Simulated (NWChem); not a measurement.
# C3H4F2 (SMILES F/C=C\CF) at 3 levels

Wanted: a comparison of 3 runs (HF/STO-3G, SVWN5/6-31G*, B3LYP/6-31G*) of C3H4F2. 

The results are computed with NWChem 7.3.0.

### 1 The structure to begin with

The species is C3H4F2 (9 atoms), meant as a singlet with charge 0. SMILES: `F/C=C\CF`. The coordinates come from a PBE0-D4/def2-TZVP relaxation. This is one conformer, not always the lowest.

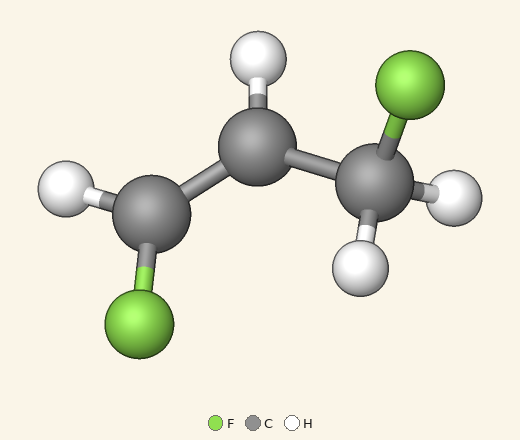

The structure, seen from a chosen angle (fluorine green, carbon grey, hydrogen white).

### 2 Energy and gradient at HF/STO-3G (run 1)

c3h4f2.nw

```
start c3h4f2
title "C3H4F2"
memory 2200 mb

geometry units angstrom noautosym nocenter noautoz
  F    -1.771300    0.696200   -0.764200
  C    -0.756800   -0.083800   -1.148800
  C     0.269900   -0.355400   -0.364300
  C     0.439500    0.155200    1.019400
  F     1.656600    0.811400    1.133700
  H    -0.888900   -0.458700   -2.156900
  H     1.042400   -1.001300   -0.765600
  H     0.449800   -0.666700    1.742700
  H    -0.352600    0.856800    1.286900
end

basis spherical bse
  F library STO-3G
  C library STO-3G
  H library STO-3G
end

scf
  thresh 1e-08
  maxiter 80
end

task scf gradient
```

Run with:

```sh
$ nwchem c3h4f2.nw > c3h4f2.out
```

What it wrote:

```text
[...]
  functions       =    29
[...]
  wavefunction    = RHF
[...]
         Total SCF energy =   -310.561365536567
      One-electron energy =   -766.297387367706
      Two-electron energy =    287.293457519817
 Nuclear repulsion energy =    168.442564311322
        Time for solution =      1.1s
[...]
                         RHF ENERGY GRADIENTS
    atom               coordinates                        gradient
                 x          y          z           x          y          z
   1 F      -3.347272   1.315627  -1.444129    0.017074  -0.013474  -0.007534
   2 C      -1.430145  -0.158359  -2.170917   -0.013468   0.003486  -0.009083
   3 C       0.510037  -0.671609  -0.688427    0.011252   0.018321   0.043948
   4 C       0.830535   0.293285   1.926387   -0.015531  -0.012743  -0.025368
   5 F       3.130520   1.533324   2.142382   -0.007934  -0.005446  -0.001247
   6 H      -1.679777  -0.866817  -4.075950   -0.005703   0.006272   0.006981
   7 H       1.969850  -1.892183  -1.446774   -0.000146  -0.001737  -0.004139
   8 H       0.849999  -1.259880   3.293225    0.006023   0.004801  -0.002919
   9 H      -0.666317   1.619117   2.431888    0.008434   0.000519  -0.000639
[...]
```

Wall time 1.9 s (1 thread of Intel Xeon Platinum 8488C (Sapphire Rapids), shared host); peak memory 0.098 GiB.

### 3 Energy and gradient at SVWN5/6-31G(d) (spherical functions) (run 2)

test.nw

```
start test
memory stack 880 mb heap 220 mb global 1100 mb
charge 0

geometry units angstrom noautosym nocenter noautoz
  F    -1.771300    0.696200   -0.764200
  C    -0.756800   -0.083800   -1.148800
  C     0.269900   -0.355400   -0.364300
  C     0.439500    0.155200    1.019400
  F     1.656600    0.811400    1.133700
  H    -0.888900   -0.458700   -2.156900
  H     1.042400   -1.001300   -0.765600
  H     0.449800   -0.666700    1.742700
  H    -0.352600    0.856800    1.286900
end

basis spherical bse
  F library 6-31G*
  C library 6-31G*
  H library 6-31G*
end

dft
  xc slater vwn_5
  mult 1
  grid xfine
  convergence energy 1e-08
  maxiter 100
  mulliken
end

task dft gradient
```

Run with:

```sh
$ nwchem test.nw > test.out
```

What it wrote:

```text
[...]
          Wavefunction type:  closed shell.
          No. of atoms     :     9
          No. of electrons :    40
[...]
          Charge           :     0
          Spin multiplicity:     1
[...]
          AO basis - number of functions:    78
[...]
              XC Information
              --------------
                        Slater Exchange Functional  1.000 local
                      VWN V Correlation Functional  1.000 local
[...]
 d= 0,ls=0.0,diis     1   -313.8813757390 -4.82D+02  2.20D-02  1.29D+00     1.8
[...]
 d= 0,ls=0.0,diis    12   -313.9940375809 -5.49D-10  9.78D-08  1.11D-10    14.8
         Total DFT energy =     -313.994037580945
      One electron energy =     -769.312661881840
           Coulomb energy =      323.184326674242
    Exchange-Corr. energy =      -36.308266684669
 Nuclear repulsion energy =      168.442564311322
[...]
      Total Density - Mulliken Population Analysis
     ---------------------------------------------
    Atom       Charge   Shell Charges
 -----------   ------   -------------------------------------------------------
    1 F    9     9.23   2.00  0.92  3.30  1.03  1.96  0.02
    2 C    6     5.90   1.99  0.68  2.00  0.45  0.70  0.07
    3 C    6     6.19   2.00  0.67  2.12  0.49  0.89  0.03
    4 C    6     6.06   1.99  0.67  2.06  0.53  0.74  0.07
    5 F    9     9.29   2.00  0.92  3.30  1.05  2.02  0.02
    6 H    1     0.84   0.51  0.33
    7 H    1     0.82   0.50  0.32
    8 H    1     0.83   0.51  0.32
    9 H    1     0.83   0.51  0.32
[...]
  wavefunction    = closed shell
                         DFT ENERGY GRADIENTS
    atom               coordinates                        gradient
                 x          y          z           x          y          z
   1 F      -3.347272   1.315627  -1.444129   -0.001284   0.000812  -0.000668
   2 C      -1.430145  -0.158359  -2.170917    0.010243  -0.007903  -0.003061
   3 C       0.510037  -0.671609  -0.688427   -0.003722  -0.002290  -0.012249
   4 C       0.830535   0.293285   1.926387   -0.012721  -0.003968   0.010161
   5 F       3.130520   1.533324   2.142382    0.002126   0.001899   0.001146
   6 H      -1.679777  -0.866817  -4.075950    0.001078   0.003478   0.009544
   7 H       1.969850  -1.892183  -1.446774   -0.007026   0.005310   0.002506
   8 H       0.849999  -1.259880   3.293225    0.001716   0.007608  -0.006094
   9 H      -0.666317   1.619117   2.431888    0.009591  -0.004946  -0.001285
[...]
```

Wall time 19 s (1 thread of Intel Xeon Platinum 8488C (Sapphire Rapids), shared host); peak memory 0.14 GiB.

### 4 Energy and forces at B3LYP/6-31G(d) (Cartesian functions) (run 3)

c3h4f2.nw

```
START c3h4f2
memory 2200 mb
GEOMETRY noautosym nocenter noautoz
   F       -1.771300       0.696200      -0.764200
   C       -0.756800      -0.083800      -1.148800
   C        0.269900      -0.355400      -0.364300
   C        0.439500       0.155200       1.019400
   F        1.656600       0.811400       1.133700
   H       -0.888900      -0.458700      -2.156900
   H        1.042400      -1.001300      -0.765600
   H        0.449800      -0.666700       1.742700
   H       -0.352600       0.856800       1.286900
END
BASIS cartesian
   * library 6-31G*
END
DFT
   xc b3lyp
   grid xfine
   convergence energy 1e-08
   maxiter 100
   mulliken
END
TASK dft gradient
```

Run with:

```sh
$ nwchem c3h4f2.nw > c3h4f2.out
```

What it wrote:

```text
[...]
          Wavefunction type:  closed shell.
          No. of atoms     :     9
          No. of electrons :    40
[...]
          Charge           :     0
          Spin multiplicity:     1
[...]
          AO basis - number of functions:    83
[...]
              XC Information
              --------------
                         B3LYP Method XC Potential
                     Hartree-Fock (Exact) Exchange  0.200
                        Slater Exchange Functional  0.800 local
                    Becke 1988 Exchange Functional  0.720 non-local
              Lee-Yang-Parr Correlation Functional  0.810
                  VWN I RPA Correlation Functional  0.190 local
[...]
 d= 0,ls=0.0,diis     1   -316.2634553277 -4.85D+02  1.60D-02  9.28D-01     3.4
[...]
 d= 0,ls=0.0,diis    10   -316.3611883321 -6.00D-09  5.39D-07  3.39D-09    31.2
         Total DFT energy =     -316.361188332141
      One electron energy =     -769.498185127988
           Coulomb energy =      323.413850342849
    Exchange-Corr. energy =      -38.719417858325
 Nuclear repulsion energy =      168.442564311322
[...]
  wavefunction    = closed shell
                         DFT ENERGY GRADIENTS
    atom               coordinates                        gradient
                 x          y          z           x          y          z
   1 F      -3.347272   1.315627  -1.444129    0.008308  -0.006005  -0.002793
   2 C      -1.430145  -0.158359  -2.170917    0.000286   0.002704   0.006999
   3 C       0.510037  -0.671609  -0.688427   -0.005316   0.004182   0.000400
   4 C       0.830535   0.293285   1.926387    0.001409  -0.000504  -0.003678
   5 F       3.130520   1.533324   2.142382   -0.007178  -0.003457  -0.000572
   6 H      -1.679777  -0.866817  -4.075950    0.000305   0.000551   0.001719
   7 H       1.969850  -1.892183  -1.446774   -0.001784   0.000965  -0.000070
   8 H       0.849999  -1.259880   3.293225    0.001316   0.001683  -0.001657
   9 H      -0.666317   1.619117   2.431888    0.002653  -0.000119  -0.000349
[...]
```

Run time: 37 s. Hardware: 1 thread of Intel Xeon Platinum 8488C (Sapphire Rapids), shared host; peak memory 0.15 GiB.

### 5 All runs side by side

| run | level | iteration cap | module | energy (Eh) | dipole moment (D) | HOMO energy (eV) | LUMO energy (eV) | wall time |
| --- | --- | --- | --- | --- | --- | --- | --- | --- |
| 1 | HF/STO-3G | 80 | scf | -310.561366 | 1.31 | -8.35 | 8.12 | 1.9 s |
| 2 | SVWN5/6-31G* (spherical functions) | 100 | dft | -313.994038 | 1.73 | -6.30 | -0.82 | 19 s |
| 3 | B3LYP/6-31G* (Cartesian functions) | 100 | dft | -316.361188 | 1.82 | -7.24 | 0.21 | 37 s |

### 6 What came out

```
                       quantity          value
            run 3: total energy  -316.36119 Eh
           run 3: dipole moment         1.82 D
             run 3: HOMO energy       -7.24 eV
             run 3: LUMO energy        0.21 eV
           run 3: HOMO–LUMO gap        7.44 eV
run 3: largest force on an atom     0.546 eV/Å
```

**Reading.** The dipole moment (its size) runs from 1.31 D (HF/STO-3G) to 1.82 D (B3LYP/6-31G*). The two ends differ in method and basis. The HOMO–LUMO gap runs from 5.47 eV (SVWN5/6-31G*) to 16.47 eV (HF/STO-3G). Totals of different functionals can't be ranked against each other. In run 1 the basis is minimal, so the values are rough. All runs together took 58 s, the longest 37 s.
